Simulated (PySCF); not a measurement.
Cl3HOTi, SMILES `O[Ti](Cl)(Cl)Cl`.

Computed with PySCF, B3LYP/def2-SVP, geometry: GFN2-xTB. This is a single-reference result, which may miss multireference character in this system. No frequency check shows the geometry to be a minimum. GFN2-xTB bond lengths at metals and heavier atoms can be off by up to 0.1 Å and shapes distorted, which carries into these values.

Cartesian coordinates (Å):

```
O1      -0.0045   -0.0013   -2.0260
Ti2     -0.0004    0.0000   -0.3592
Cl3      0.7305    1.7882    0.5297
Cl4      1.1849   -1.5254    0.5302
Cl5     -1.9123   -0.2621    0.5339
H6      -0.0076   -0.0014   -2.9853
```

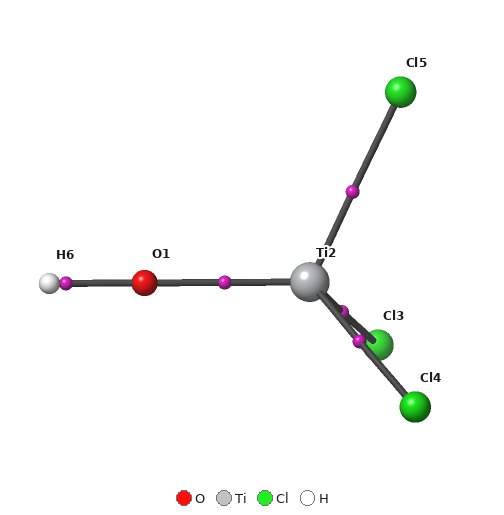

Molecular graph of the electron density (QTAIM): bond paths, bond critical points (magenta), ring points (cyan, if any); weak paths are dashed.

### How many critical points of each kind are there, and does the count close?

6 nuclei, 5 bond, 0 ring and 0 cage critical points: 6 − 5 + 0 − 0 = 1, as the Poincaré–Hopf relation requires.

### Give the properties at the bond critical points.

```json
{"bond": "O1–H6", "length (Å)": "0.959", "ρ (a.u.)": "0.342", "∇²ρ (a.u.)": "−2.58", "ε": "0.00", "H (a.u.)": "−0.703"}
{"bond": "O1–Ti2", "length (Å)": "1.667", "ρ (a.u.)": "0.194", "∇²ρ (a.u.)": "+1.16", "ε": "0.00", "H (a.u.)": "−0.075"}
{"bond": "Ti2–Cl3 (3 alike)", "length (Å)": "2.126", "ρ (a.u.)": "0.108", "∇²ρ (a.u.)": "+0.32", "ε": "0.01", "H (a.u.)": "−0.031"}
```

### What kind of interaction is Ti2–Cl3?

Polar or intermediate (positive Laplacian, negative energy density H): ρ = 0.108, ∇²ρ = +0.32, H = −0.031 a.u.
